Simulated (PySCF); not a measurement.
# One shape, several levels: CH4ClNSi (SMILES [H]/N=C(/[SiH3])Cl)

Aim: a comparison of 5 runs (HF/def2-SVP, wB97X/3-21G, B3LYP/6-31G*, SVWN5/def2-TZVP) of CH4ClNSi. Input form: a Python script.

The results are computed with PySCF 2.14.0.

## 1. The system as given

CH4ClNSi: 8 atoms, total charge 0, spin state singlet. As SMILES, `[H]/N=C(/[SiH3])Cl`. The shape is that of a PBE0-D4/def2-TZVP optimisation.

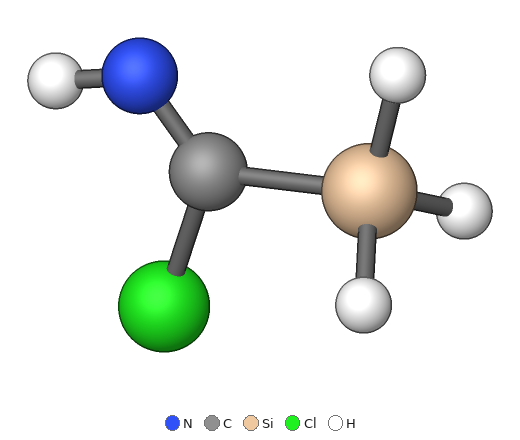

Viewed from a chosen angle; nitrogen blue, carbon grey, silicon light orange, chlorine green, hydrogen white.

## 2. Energy and forces at HF/def2-SVP (run 1)

Contents of start.xyz:

```xyz
8

N     -0.134000     1.454700    -0.961900
C     -0.418500     0.335400    -0.490000
Si     0.653400    -0.598300     0.760300
Cl    -1.899100    -0.560600    -0.931300
H     -0.820600     1.817500    -1.623900
H      1.022600    -1.900500     0.155700
H     -0.163500    -0.822600     1.976900
H      1.851900     0.217300     1.058400
```

Contents of calc.py:

```python
import pyscf.grad
from pyscf import gto, scf

mol = gto.M(
    atom='start.xyz',
    verbose=3,
    basis='def2-svp',
    max_memory=1860,
)

calc0 = scf.RHF(mol)
calc0.conv_tol = 1e-10
calc0.kernel()
if not calc0.converged:
    calc0 = calc0.newton().run(calc0.mo_coeff, calc0.mo_occ)

energy = calc0.e_tot
print('E(%s) = %.9f' % ('HF', energy))
grad = calc0.Gradients().kernel()
dip = calc0.dip_moment()
pop, q = calc0.mulliken_pop()
```

Started as:

```sh
$ OMP_NUM_THREADS=1 python calc.py
```

The program printed:

```text
converged SCF energy = -842.742910814664
E(HF) = -842.742910815
--------------- RHF gradients ---------------
         x                y                z
0 N     0.0113271870     0.0110662341     0.0008959049
1 C    -0.0012023798    -0.0154062491     0.0082941589
2 Si    -0.0048358830     0.0026816896    -0.0047748408
3 Cl     0.0004605270    -0.0022723010     0.0016213358
4 H    -0.0060251880     0.0040190529    -0.0062955570
5 H     0.0000910379    -0.0016043926    -0.0011615629
6 H    -0.0015013370    -0.0001420023     0.0012980178
7 H     0.0016860358     0.0016579685     0.0001225433
----------------------------------------------
Dipole moment(X, Y, Z, Debye):  0.11600, -0.24830,  0.22142
 ** Mulliken pop  **
pop of  0 N 1s            1.99043
pop of  0 N 2s            1.01479
pop of  0 N 3s            0.53055
pop of  0 N 2px           0.83341
pop of  0 N 2py           0.78239
pop of  0 N 2pz           0.67411
pop of  0 N 3px           0.54338
pop of  0 N 3py           0.37826
pop of  0 N 3pz           0.42794
pop of  0 N 3dxy          0.00672
pop of  0 N 3dyz          0.00523
pop of  0 N 3dz^2         0.00306
pop of  0 N 3dxz          0.00642
pop of  0 N 3dx2-y2       0.00865
pop of  1 C 1s            1.99046
pop of  1 C 2s            0.94082
pop of  1 C 3s            0.32195
pop of  1 C 2px           0.55439
pop of  1 C 2py           0.71059
pop of  1 C 2pz           0.62286
pop of  1 C 3px           0.28466
pop of  1 C 3py           0.25043
pop of  1 C 3pz           0.37101
pop of  1 C 3dxy          0.02354
pop of  1 C 3dyz          0.01688
pop of  1 C 3dz^2         0.01001
pop of  1 C 3dxz          0.00832
pop of  1 C 3dx2-y2       0.01749
pop of  2 Si 1s           1.99940
pop of  2 Si 2s           1.99050
pop of  2 Si 3s           0.95540
pop of  2 Si 4s           0.14122
pop of  2 Si 2px          1.98067
pop of  2 Si 2py          1.98082
pop of  2 Si 2pz          1.98059
pop of  2 Si 3px          0.41575
pop of  2 Si 3py          0.42163
pop of  2 Si 3pz          0.41108
pop of  2 Si 4px          0.25170
pop of  2 Si 4py          0.27001
pop of  2 Si 4pz          0.23619
pop of  2 Si 3dxy         0.05480
pop of  2 Si 3dyz         0.04150
pop of  2 Si 3dz^2        0.03158
pop of  2 Si 3dxz         0.06130
pop of  2 Si 3dx2-y2      0.02978
pop of  3 Cl 1s           1.99949
pop of  3 Cl 2s           1.99176
pop of  3 Cl 3s           1.20501
pop of  3 Cl 4s           0.76022
pop of  3 Cl 2px          1.97861
pop of  3 Cl 2py          1.98104
pop of  3 Cl 2pz          1.98195
pop of  3 Cl 3px          0.62833
pop of  3 Cl 3py          0.71620
pop of  3 Cl 3pz          0.74584
pop of  3 Cl 4px          0.90562
pop of  3 Cl 4py          1.08908
pop of  3 Cl 4pz          1.17624
pop of  3 Cl 3dxy         0.01376
pop of  3 Cl 3dyz         0.00252
pop of  3 Cl 3dz^2        0.00475
pop of  3 Cl 3dxz         0.00552
pop of  3 Cl 3dx2-y2      0.00680
pop of  4 H 1s            0.71440
pop of  4 H 2s            0.09348
pop of  4 H 2px           0.01776
pop of  4 H 2py           0.01277
pop of  4 H 2pz           0.01694
pop of  5 H 1s            0.74440
pop of  5 H 2s            0.36678
pop of  5 H 2px           0.00113
pop of  5 H 2py           0.00803
pop of  5 H 2pz           0.00212
pop of  6 H 1s            0.74437
pop of  6 H 2s            0.36679
pop of  6 H 2px           0.00348
pop of  6 H 2py           0.00083
pop of  6 H 2pz           0.00698
pop of  7 H 1s            0.74384
pop of  7 H 2s            0.36900
pop of  7 H 2px           0.00695
pop of  7 H 2py           0.00361
pop of  7 H 2pz           0.00092
 ** Mulliken atomic charges  **
charge of    0N =     -0.20534
charge of    1C =     -0.12341
charge of    2Si =      0.74607
charge of    3Cl =     -0.19273
charge of    4H =      0.14465
charge of    5H =     -0.12247
charge of    6H =     -0.12244
charge of    7H =     -0.12433
```

Run time: 13 s. Hardware: 1 thread of Intel Xeon Platinum 8259CL at 2.50GHz (Skylake/Cascade Lake), shared host; peak memory 0.16 GiB.

## 3. Energy and gradient at wB97X/3-21G (run 2)

Contents of calc.py:

```python
from pyscf import gto, dft

mol = gto.M(
    atom='''
N     -0.253223     2.748985    -1.817728
C     -0.790850     0.633814    -0.925966
Si     1.234747    -1.130623     1.436759
Cl    -3.588779    -1.059380    -1.759902
H     -1.550709     3.434577    -3.068726
H      1.932434    -3.591424     0.294230
H     -0.308970    -1.554489     3.735800
H      3.499584     0.410637     2.000086
''',
    unit='bohr',
    basis='3-21g',
    spin=0,
    verbose=3,
    max_memory=1860,
)

mf = dft.RKS(mol, xc='wb97x')
mf.grids.level = 5
mf.conv_tol = 1e-10
mf.kernel()
if not mf.converged:
    mf = mf.newton().run(mf.mo_coeff, mf.mo_occ)

e_final = mf.e_tot
print('E = %.10f Eh' % e_final)
grad = mf.nuc_grad_method().kernel()
dip = mf.dip_moment()
pop, q = mf.mulliken_pop()
```

Started as:

```sh
$ OMP_NUM_THREADS=1 python calc.py
```

The program printed:

```text
converged SCF energy = -840.594720630267
E = -840.5947206303 Eh
--------------- RKS gradients ---------------
         x                y                z
0 N    -0.0025256993    -0.0039531643     0.0006691606
1 C    -0.0285253230    -0.0081498032    -0.0138439152
2 Si    -0.0025452312    -0.0003512747    -0.0014690740
3 Cl     0.0311306030     0.0186253311     0.0093921458
4 H     0.0037547657    -0.0091994496     0.0078716201
5 H    -0.0006151377     0.0034510570     0.0011913431
6 H     0.0020520042     0.0010307586    -0.0028899863
7 H    -0.0026997537    -0.0014560474    -0.0008957713
----------------------------------------------
Dipole moment(X, Y, Z, Debye):  0.41114,  0.09600,  0.21229
 ** Mulliken pop  **
pop of  0 N 1s            1.98789
pop of  0 N 2s            0.40275
pop of  0 N 3s            1.39992
pop of  0 N 2px           0.64976
pop of  0 N 2py           0.61900
pop of  0 N 2pz           0.53881
pop of  0 N 3px           0.75449
pop of  0 N 3py           0.56366
pop of  0 N 3pz           0.57439
pop of  1 C 1s            1.98657
pop of  1 C 2s            0.39462
pop of  1 C 3s            0.98217
pop of  1 C 2px           0.44887
pop of  1 C 2py           0.58680
pop of  1 C 2pz           0.51023
pop of  1 C 3px           0.53457
pop of  1 C 3py           0.33252
pop of  1 C 3pz           0.53676
pop of  2 Si 1s           1.99847
pop of  2 Si 2s           1.96839
pop of  2 Si 3s           0.72946
pop of  2 Si 4s           0.49337
pop of  2 Si 2px          1.95133
pop of  2 Si 2py          1.95177
pop of  2 Si 2pz          1.95120
pop of  2 Si 3px          0.56039
pop of  2 Si 3py          0.57360
pop of  2 Si 3pz          0.54656
pop of  2 Si 4px          0.17066
pop of  2 Si 4py          0.19062
pop of  2 Si 4pz          0.15386
pop of  3 Cl 1s           1.99855
pop of  3 Cl 2s           1.95473
pop of  3 Cl 3s           1.15518
pop of  3 Cl 4s           0.82213
pop of  3 Cl 2px          1.96186
pop of  3 Cl 2py          1.96606
pop of  3 Cl 2pz          1.96748
pop of  3 Cl 3px          0.93840
pop of  3 Cl 3py          1.05598
pop of  3 Cl 3pz          1.09295
pop of  3 Cl 4px          0.50466
pop of  3 Cl 4py          0.72813
pop of  3 Cl 4pz          0.82616
pop of  4 H 1s            0.45673
pop of  4 H 2s            0.23723
pop of  5 H 1s            0.42843
pop of  5 H 2s            0.66942
pop of  6 H 1s            0.42842
pop of  6 H 2s            0.66936
pop of  7 H 1s            0.42830
pop of  7 H 2s            0.66637
 ** Mulliken atomic charges  **
charge of    0N =     -0.49066
charge of    1C =     -0.31311
charge of    2Si =      0.76032
charge of    3Cl =      0.02771
charge of    4H =      0.30604
charge of    5H =     -0.09785
charge of    6H =     -0.09778
charge of    7H =     -0.09467
```

Wall time 29 s (1 thread of Intel Xeon Platinum 8259CL at 2.50GHz (Skylake/Cascade Lake), shared host); peak memory 0.54 GiB.

## 4. Energy and forces at B3LYP/6-31G(d) (spherical functions) (run 3)

Contents of calc.py:

```python
# N=C([SiH3])Cl
import pyscf.grad
from pyscf import gto, dft

mol = gto.Mole()
mol.atom = '''
N   -0.134000   1.454700  -0.961900
C   -0.418500   0.335400  -0.490000
Si   0.653400  -0.598300   0.760300
Cl  -1.899100  -0.560600  -0.931300
H   -0.820600   1.817500  -1.623900
H    1.022600  -1.900500   0.155700
H   -0.163500  -0.822600   1.976900
H    1.851900   0.217300   1.058400
'''
mol.max_memory = 1860
mol.basis = '6-31g*'
mol.verbose = 3
mol.build()

calc0 = dft.RKS(mol, xc='b3lyp')
calc0.grids.level = 5
calc0.conv_tol = 1e-10
calc0.kernel()
if not calc0.converged:
    calc0 = calc0.newton().run(calc0.mo_coeff, calc0.mo_occ)

etot = calc0.e_tot
print('Final energy', etot)
grad = calc0.Gradients().kernel()
dip = calc0.dip_moment()
pop, q = calc0.mulliken_pop()
```

Started as:

```sh
$ OMP_NUM_THREADS=1 python calc.py
```

The program printed:

```text
converged SCF energy = -844.923470037308
Final energy -844.9234700373083
--------------- RKS gradients ---------------
         x                y                z
0 N    -0.0062226806    -0.0123846867     0.0032133090
1 C    -0.0050985852     0.0056057187    -0.0066165801
2 Si    -0.0022622480     0.0006720416    -0.0018988399
3 Cl     0.0125242771     0.0072746597     0.0039009971
4 H     0.0021768257    -0.0020722728     0.0026433761
5 H    -0.0004345770     0.0004259495    -0.0002609522
6 H    -0.0002345668     0.0002516421    -0.0005570777
7 H    -0.0004506783     0.0002255319    -0.0004251285
----------------------------------------------
Dipole moment(X, Y, Z, Debye):  0.20128, -0.11986,  0.20172
 ** Mulliken pop  **
pop of  0 N 1s            1.99729
pop of  0 N 2s            0.81918
pop of  0 N 3s            0.87663
pop of  0 N 2px           0.86215
pop of  0 N 2py           0.81515
pop of  0 N 2pz           0.72887
pop of  0 N 3px           0.53709
pop of  0 N 3py           0.36918
pop of  0 N 3pz           0.41322
pop of  0 N 3dxy          0.00875
pop of  0 N 3dyz          0.00581
pop of  0 N 3dz^2         0.00276
pop of  0 N 3dxz          0.00928
pop of  0 N 3dx2-y2       0.00878
pop of  1 C 1s            1.99683
pop of  1 C 2s            0.71350
pop of  1 C 3s            0.55227
pop of  1 C 2px           0.57856
pop of  1 C 2py           0.71180
pop of  1 C 2pz           0.63815
pop of  1 C 3px           0.26693
pop of  1 C 3py           0.21233
pop of  1 C 3pz           0.31093
pop of  1 C 3dxy          0.01976
pop of  1 C 3dyz          0.01262
pop of  1 C 3dz^2         0.00801
pop of  1 C 3dxz          0.00673
pop of  1 C 3dx2-y2       0.01381
pop of  2 Si 1s           1.99968
pop of  2 Si 2s           1.99580
pop of  2 Si 3s           1.01683
pop of  2 Si 4s           0.22485
pop of  2 Si 2px          1.98741
pop of  2 Si 2py          1.98756
pop of  2 Si 2pz          1.98740
pop of  2 Si 3px          0.64169
pop of  2 Si 3py          0.65993
pop of  2 Si 3pz          0.63147
pop of  2 Si 4px          0.10749
pop of  2 Si 4py          0.11676
pop of  2 Si 4pz          0.09651
pop of  2 Si 3dxy         0.03893
pop of  2 Si 3dyz         0.02956
pop of  2 Si 3dz^2        0.02407
pop of  2 Si 3dxz         0.04312
pop of  2 Si 3dx2-y2      0.02192
pop of  3 Cl 1s           1.99969
pop of  3 Cl 2s           1.99685
pop of  3 Cl 3s           1.41889
pop of  3 Cl 4s           0.52141
pop of  3 Cl 2px          1.98971
pop of  3 Cl 2py          1.99136
pop of  3 Cl 2pz          1.99187
pop of  3 Cl 3px          1.08968
pop of  3 Cl 3py          1.23833
pop of  3 Cl 3pz          1.27652
pop of  3 Cl 4px          0.36930
pop of  3 Cl 4py          0.54069
pop of  3 Cl 4pz          0.60922
pop of  3 Cl 3dxy         0.00971
pop of  3 Cl 3dyz         0.00201
pop of  3 Cl 3dz^2        0.00349
pop of  3 Cl 3dxz         0.00488
pop of  3 Cl 3dx2-y2      0.00581
pop of  4 H 1s            0.50509
pop of  4 H 2s            0.17696
pop of  5 H 1s            0.50992
pop of  5 H 2s            0.54304
pop of  6 H 1s            0.50990
pop of  6 H 2s            0.54301
pop of  7 H 1s            0.51016
pop of  7 H 2s            0.53515
 ** Mulliken atomic charges  **
charge of    0N =     -0.45414
charge of    1C =     -0.04223
charge of    2Si =      0.38902
charge of    3Cl =     -0.05943
charge of    4H =      0.31795
charge of    5H =     -0.05296
charge of    6H =     -0.05292
charge of    7H =     -0.04531
```

Run time: 48 s. Hardware: 1 thread of Intel Xeon Platinum 8259CL at 2.50GHz (Skylake/Cascade Lake), shared host; peak memory 0.71 GiB.

Run 4 isn't shown in full; the table further down has it.

## 5. Energy and forces at SVWN5/def2-TZVP (run 5)

Contents of job.py:

```python
# N=C([SiH3])Cl
import pyscf.grad
from pyscf import gto, dft

mol = gto.Mole()
mol.atom = [
    ('N', (-0.134000, 1.454700, -0.961900)),
    ('C', (-0.418500, 0.335400, -0.490000)),
    ('Si', (0.653400, -0.598300, 0.760300)),
    ('Cl', (-1.899100, -0.560600, -0.931300)),
    ('H', (-0.820600, 1.817500, -1.623900)),
    ('H', (1.022600, -1.900500, 0.155700)),
    ('H', (-0.163500, -0.822600, 1.976900)),
    ('H', (1.851900, 0.217300, 1.058400)),
]
mol.basis = 'def2-tzvp'
mol.charge = 0
mol.verbose = 3
mol.max_memory = 1860
mol.build()

mf = dft.RKS(mol)
mf.xc = 'svwn'
mf.conv_tol = 1e-10
mf.grids.level = 5
mf.kernel()
if not mf.converged:
    mf = mf.newton().run(mf.mo_coeff, mf.mo_occ)

e_tot = mf.e_tot
print('E(%s) = %.9f' % ('SVWN5', e_tot))
grad = mf.Gradients().kernel()
mf.analyze()
```

Started as:

```sh
$ OMP_NUM_THREADS=1 python job.py
```

The program printed:

```text
converged SCF energy = -841.537965102237
[... 15 lines left out ...]
MO #6   energy= -7.00595032983983  occ= 2
[... 13 lines left out ...]
MO #20  energy= -0.326960496678306 occ= 2
[... 13 lines left out ...]
MO #34  energy= 0.129848883268972  occ= 0
[... 13 lines left out ...]
MO #48  energy= 0.34760775437433   occ= 0
[... 13 lines left out ...]
MO #62  energy= 0.710256039983538  occ= 0
[... 13 lines left out ...]
MO #76  energy= 1.11513560393063   occ= 0
[... 13 lines left out ...]
MO #90  energy= 1.65793472436019   occ= 0
[... 13 lines left out ...]
MO #104 energy= 1.98900510001432   occ= 0
[... 13 lines left out ...]
MO #118 energy= 2.37060468598942   occ= 0
[... 13 lines left out ...]
MO #132 energy= 3.24431265033563   occ= 0
[... 13 lines left out ...]
MO #146 energy= 5.07100984196403   occ= 0
[... 13 lines left out ...]
MO #160 energy= 31.7673278604321   occ= 0
[... 9 lines left out ...]
Dipole moment(X, Y, Z, Debye):  0.03786, -0.23831,  0.16485
```

Wall time 2 min (1 thread of Intel Xeon Platinum 8259CL at 2.50GHz (Skylake/Cascade Lake), shared host); peak memory 1.3 GiB.

## 6. All runs side by side

```tsv
run	level	integration grid	Cartesian functions	energy (Eh)	dipole moment (D)	HOMO energy (eV)	LUMO energy (eV)	wall time
1	HF/def2-SVP	–	no	-842.742911	0.35	-11.58	3.13	13 s
2	wB97X/3-21G	5	no	-840.594721	0.47	-10.20	1.58	29 s
3	B3LYP/6-31G* (spherical functions)	5	no	-844.923470	0.31	-7.83	-1.04	48 s
4	B3LYP/6-31G* (Cartesian functions)	5	yes	-844.930774	0.31	-7.84	-1.05	44 s
5	SVWN5/def2-TZVP	5	no	-841.537965	0.29	-6.96	-2.45	2 min
```

## 7. Results

| quantity | value |
| --- | --- |
| run 5: total energy | -841.53797 Eh |
| run 5: dipole moment | 0.29 D |
| run 5: HOMO energy | -6.96 eV |
| run 5: LUMO energy | -2.45 eV |
| run 5: HOMO–LUMO gap | 4.51 eV |
| run 5: largest force on an atom | 0.490 eV/Å |

What this shows: The dipole moment (its size) runs from 0.29 D (SVWN5/def2-TZVP) to 0.47 D (wB97X/3-21G). The two ends differ in method and basis. The HOMO–LUMO gap runs from 4.51 eV (SVWN5/def2-TZVP) to 14.70 eV (HF/def2-SVP). Totals of different functionals can't be ranked against each other. All runs together took 4.3 min, the longest 2 min.
